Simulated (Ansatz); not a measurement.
# SnH₂O₂ (SMILES [OH][Sn][OH]): energies and forces away from the minimum

Aim: displace all atoms at random from the minimum and see how well density functionals give the CCSD(T) energy and forces there.

Computed with Ansatz 0.2.0, Gaussian basis. Level: single points with forces in def2-TZVPP.

Levels: PBE-D4, r2SCAN-D4, PBE0-D4, wB97M-V, Hartree-Fock, MP2, CCSD, CCSD(T). Each coordinate is moved by a Gaussian draw of the width named (0.7 of it for atoms other than hydrogen): 0.02, 0.02 Å.

Correlated methods freeze the cores. Filled d shells of the heavier atoms are correlated. Core potentials replace the inner electrons past krypton, and spin-orbit coupling is left out.

### 1 Where the work starts

The minimum, relaxed at PBE0-D4: SMILES `[OH][Sn][OH]`, 5 atoms, charge 0, spin multiplicity 1.

Atoms are counted from 1 here; the program's logs count them from 0.

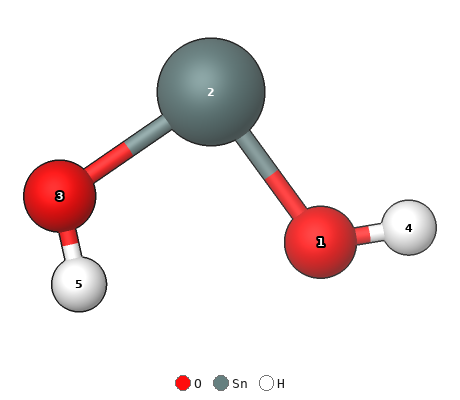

As it starts; oxygen red, tin teal, hydrogen white; atoms are numbered from 1 in the order of the file.

Coordinates:

```
O    -0.9843    0.1778   -0.6138
Sn   -0.1537   -0.9439    0.8009
O     1.5618    0.0029    0.6361
H    -1.9012   -0.0056   -0.8314
H     1.5272    0.6951   -0.0333
```

Energies of the minimum (eV), from earlier single points: PBE-D4 -9957.53265, r2SCAN-D4 -9961.90860, PBE0-D4 -9957.44973, B3LYP-D4 -9963.91135, wB97M-V -9959.17798, CCSD(T) -9937.23106.

### 2 Structure 1, width 0.02 Å

ccsdt-tzvpp/in.yaml reads:

```yaml
crystal:
  periodic: [false, false, false]
  atoms:
    - {symbol: O, position_ang: [-0.993226, 0.179686, -0.596214]}
    - {symbol: Sn, position_ang: [-0.142455, -0.955497, 0.800230]}
    - {symbol: O, position_ang: [1.547664, 0.010498, 0.631068]}
    - {symbol: H, position_ang: [-1.921363, 0.018908, -0.852519]}
    - {symbol: H, position_ang: [1.528559, 0.708251, -0.087469]}
basis:
  gaussian: {orbitals: def2-TZVPP}
correlation: {method: ccsd_t}
output: {forces: true}
```

The command line of these runs was not kept.

Output (excerpt; [...] marks lines left out):

```text
Functional definition: HF
  name "HF"
  cite "Fock, Z. Phys. 61, 126 (1930) doi:10.1007/BF01340294"
  parent pbe
[...]
1042 factors; integrals over basis functions are off by at most 6.4e-4 eV
[...]
mean field -9914.80773525 eV, -364.3624637723 hartree, gradient 7.7e-6 eV, S^2 0.000000; 0 other end points of the search recorded, 0 dependent functions left out
6 core orbitals not correlated: weight in the atoms' cores, before any rotation towards them, 1.000 or more for the frozen orbitals, at most 0.000 for the correlated occupied ones
reference -9914.80773525 eV, -364.3624637723 hartree; 14, 14 occupied and 120, 120 virtual orbitals, 1042 factors
second order -21.84111717 eV of doubles, -0.00000000 eV of singles
cycle   1  -20.94774526 eV  change    8.9e-1 eV  update   1.3e-1
[...]
cycle  12  -21.60577902 eV  change   -1.2e-5 eV  update   4.7e-6
perturbative correction -0.76685867 eV, -0.0281815362 hartree
[...]
working
working
Total energy: -9937.18037293 eV, -365.1846430425 hartree
Atom 0 at    -0.993226     0.179686    -0.596214 Å, force    -0.673095    -0.113912    -0.211036 eV/Å
Atom 1 at    -0.142455    -0.955497     0.800230 Å, force    -0.309726     0.042688    -0.143613 eV/Å
Atom 2 at     1.547664     0.010498     0.631068 Å, force     0.260002     1.260061    -1.217207 eV/Å
Atom 3 at    -1.921363     0.018908    -0.852519 Å, force     0.796540     0.028820     0.320007 eV/Å
Atom 4 at     1.528559     0.708251    -0.087469 Å, force    -0.073721    -1.217657     1.251850 eV/Å
Dipole moment:    -0.440573    -0.261935     0.027055 e Å
```

It took 2.5 min on 2 threads, shared host; peak memory 1.6 GiB.

The other levels were run on the same coordinates; their logs were not kept, and their results stand in the tables.

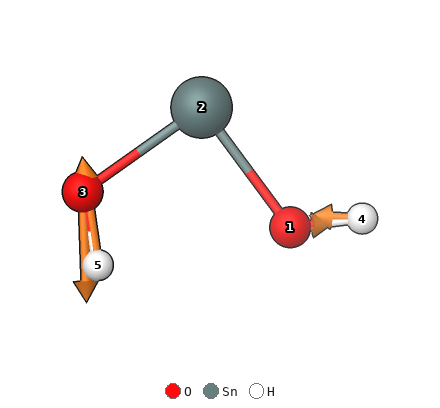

Forces at CCSD(T); the longest arrow is 1.77 eV/Å.

```csv
method,RMS force component (eV/Å),RMS error against CCSD(T) (eV/Å),angle to CCSD(T) forces (°),dipole (D)
PBE-D4,0.637,0.356,30.0,2.27
r2SCAN-D4,0.703,0.089,7.2,2.32
PBE0-D4,0.767,0.073,3.6,2.43
wB97M-V,0.738,0.054,3.7,2.49
CCSD(T),0.710,0,0,2.47
```

### 3 Structure 2, width 0.02 Å

ccsdt-tzvpp/in.yaml reads:

```yaml
crystal:
  periodic: [false, false, false]
  atoms:
    - {symbol: O, position_ang: [-0.982818, 0.180753, -0.643216]}
    - {symbol: Sn, position_ang: [-0.151728, -0.967069, 0.820119]}
    - {symbol: O, position_ang: [1.541749, 0.024678, 0.656237]}
    - {symbol: H, position_ang: [-1.892329, 0.007351, -0.810344]}
    - {symbol: H, position_ang: [1.526190, 0.690623, -0.034063]}
basis:
  gaussian: {orbitals: def2-TZVPP}
correlation: {method: ccsd_t}
output: {forces: true}
```

Output (excerpt; [...] marks lines left out):

```text
[... 4 set-up lines as earlier in the session ...]
[...]
1042 factors; integrals over basis functions are off by at most 6.2e-4 eV
[...]
mean field -9914.87257704 eV, -364.3648466641 hartree, gradient 1.1e-6 eV, S^2 0.000000; 0 other end points of the search recorded, 0 dependent functions left out
6 core orbitals not correlated: weight in the atoms' cores, before any rotation towards them, 1.000 or more for the frozen orbitals, at most 0.000 for the correlated occupied ones
reference -9914.87257704 eV, -364.3648466641 hartree; 14, 14 occupied and 120, 120 virtual orbitals, 1042 factors
second order -21.77958992 eV of doubles, -0.00000000 eV of singles
cycle   1  -20.90587569 eV  change    8.7e-1 eV  update   1.3e-1
[...]
cycle  12  -21.55484694 eV  change   -1.3e-5 eV  update   5.0e-6
perturbative correction -0.76330450 eV, -0.0280509230 hartree
[...]
working
working
Total energy: -9937.19072848 eV, -365.1850236018 hartree
Atom 0 at    -0.982818     0.180753    -0.643216 Å, force     1.369009    -0.307846     0.847224 eV/Å
Atom 1 at    -0.151728    -0.967069     0.820119 Å, force    -0.188979     0.731792    -0.742601 eV/Å
Atom 2 at     1.541749     0.024678     0.656237 Å, force     0.007329    -0.300636     0.232887 eV/Å
Atom 3 at    -1.892329     0.007351    -0.810344 Å, force    -1.067953    -0.234094    -0.209088 eV/Å
Atom 4 at     1.526190     0.690623    -0.034063 Å, force    -0.119407     0.110784    -0.128421 eV/Å
Dipole moment:    -0.431700    -0.309676     0.102259 e Å
```

It took 2.4 min on 2 threads, shared host; peak memory 1.6 GiB.

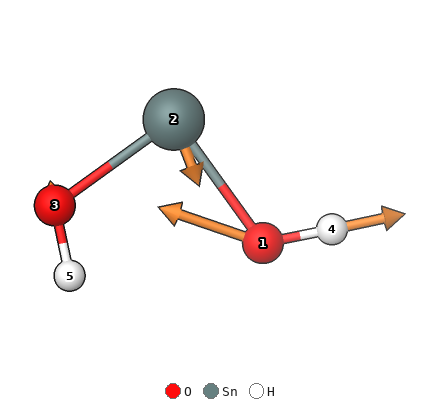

Forces at CCSD(T); the longest arrow is 1.64 eV/Å.

```csv
method,RMS force component (eV/Å),RMS error against CCSD(T) (eV/Å),angle to CCSD(T) forces (°),dipole (D)
PBE-D4,0.668,0.366,33.1,2.36
r2SCAN-D4,0.553,0.095,8.8,2.42
PBE0-D4,0.529,0.073,3.9,2.56
wB97M-V,0.561,0.053,4.3,2.63
CCSD(T),0.591,0,0,2.60
```

### 4 All structures together

Energy above the minimum (kJ/mol):

```csv
structure,width (Å),PBE-D4,r2SCAN-D4,PBE0-D4,wB97M-V,Hartree-Fock,MP2,CCSD,CCSD(T)
1,0.02,2.6,4.4,5.1,4.7,9.7,4.5,5.5,4.9
2,0.02,1.9,3.0,3.3,3.6,3.4,4.2,4.2,3.9
```

What each level costs and misses (shared host):

```csv
method,mean energy error from CCSD(T) (kJ/mol),mean time a point
PBE-D4,2.2,1.7 s
r2SCAN-D4,0.7,3.9 s
PBE0-D4,0.4,2.5 s
wB97M-V,0.3,6.3 s
Hartree-Fock,2.6,part of the CCSD(T) run
MP2,0.3,part of the CCSD(T) run
CCSD,0.4,part of the CCSD(T) run
CCSD(T),0,2.5 min
```

For cost: wB97M-V comes within 0.3 kJ/mol at 6.3 s a point, where CCSD(T) needs 2.5 min.

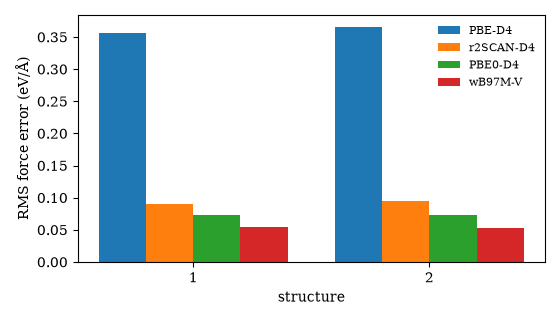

Force errors against CCSD(T).

### 5 Outcome

| quantity | value |
| --- | --- |
| energy above the minimum, CCSD(T) | 4.9, 3.9 kJ/mol |
| mean energy error | PBE-D4 2.2, r2SCAN-D4 0.7, PBE0-D4 0.4, wB97M-V 0.3, Hartree-Fock 2.6, MP2 0.3, CCSD 0.4 kJ/mol |
| mean RMS force error | PBE-D4 0.361, r2SCAN-D4 0.092, PBE0-D4 0.073, wB97M-V 0.053 eV/Å |
| largest T1 diagnostic | 0.018 |

In energy wB97M-V is nearest to CCSD(T) and Hartree-Fock farthest. For forces wB97M-V is best, off by 8 % of the typical force, and PBE-D4 worst (56 %).
